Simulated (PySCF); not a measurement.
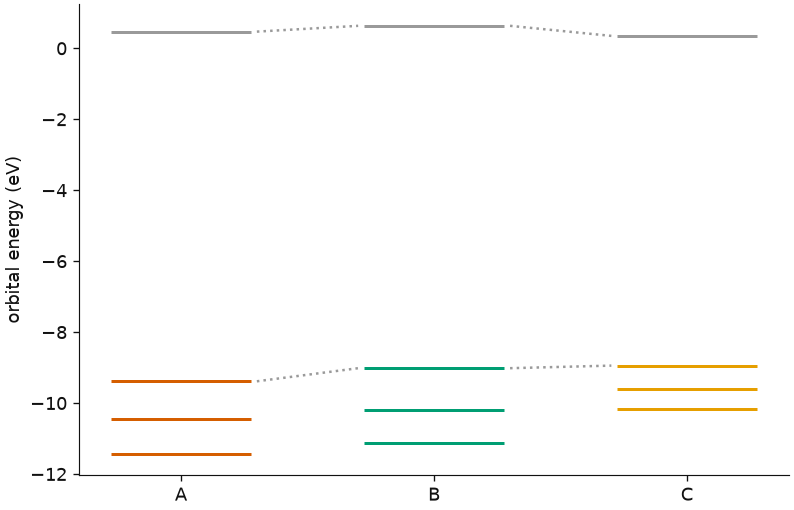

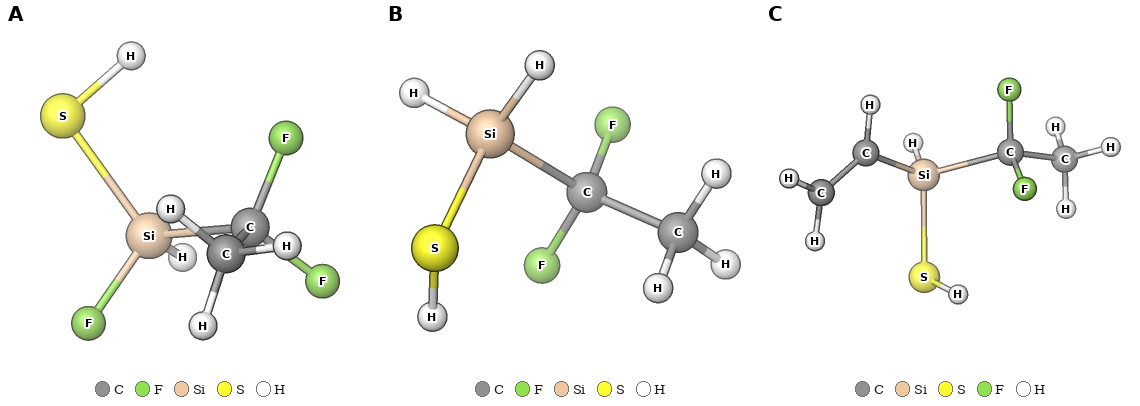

Related molecules: A is C₂H₅F₃SSi, SMILES CC(F)(F)[Si@@H](F)S; B is C₂H₆F₂SSi, SMILES CC(F)(F)[SiH2]S; C is C₄H₈F₂SSi, SMILES C=C[Si@H](S)C(C)(F)F. Frontier orbital energies, CAM-B3LYP/def2-SVPD, PySCF, at a GFN2-xTB geometry (no frequency check); drawn are at most three filled levels and, in grey, the LUMO with any level within 0.03 eV of it; dotted lines join the HOMOs and the LUMOs.

> What does the change do to the frontier levels?

From A to B the HOMO rises by 0.37 eV and the LUMO rises by 0.16 eV, so the separation goes from 9.86 to 9.65 eV. From A to C the HOMO rises by 0.44 eV and the LUMO falls by 0.12 eV, so the separation goes from 9.86 to 9.29 eV.

Caveats, for all or some of the runs: empty levels above zero depend strongly on the basis; one conformer of a flexible molecule; the tight-binding geometry is rougher than a DFT one and adds to the error.
